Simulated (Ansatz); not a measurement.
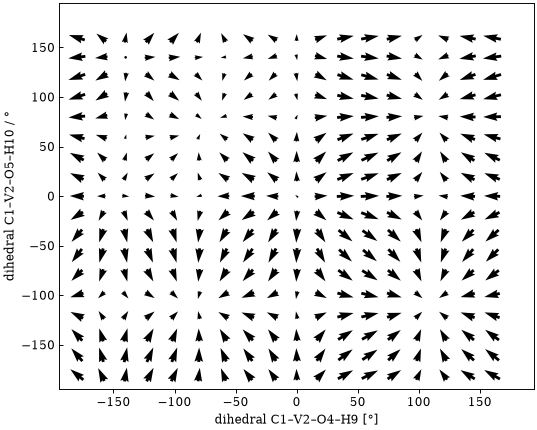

CH₅O₃V, SMILES [CH3][V](=[O])([OH])[OH]. First axis: dihedral C1–V2–O4–H9. Second axis: dihedral C1–V2–O5–H10. Nothing is relaxed (all other coordinates rigid). The scan uses an 18 × 18 grid; 204 points were computed and 120 follow by symmetry. Computed with RHF/def2-SVP in Ansatz 0.2.0.

The picture shows arrows along the force (downhill), their lengths compressed.

Q: The arrows alone are given. Where are the wells?

A: The arrows converge at about dihedral C1–V2–O4–H9 = 110°, dihedral C1–V2–O5–H10 = −110°; about dihedral C1–V2–O4–H9 = −85°, dihedral C1–V2–O5–H10 = −110° (10.4 kJ/mol up); about dihedral C1–V2–O4–H9 = 110°, dihedral C1–V2–O5–H10 = 85° (10.4 kJ/mol up); about dihedral C1–V2–O4–H9 = −70°, dihedral C1–V2–O5–H10 = 75° (26.8 kJ/mol up) (read from the interpolated surface).

The energy map of the same scan:

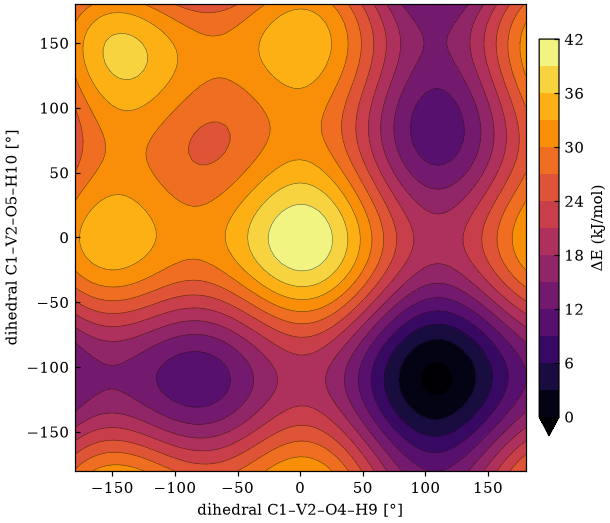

Energies are in kJ/mol, from the lowest grid point; between grid points the surface is interpolated.
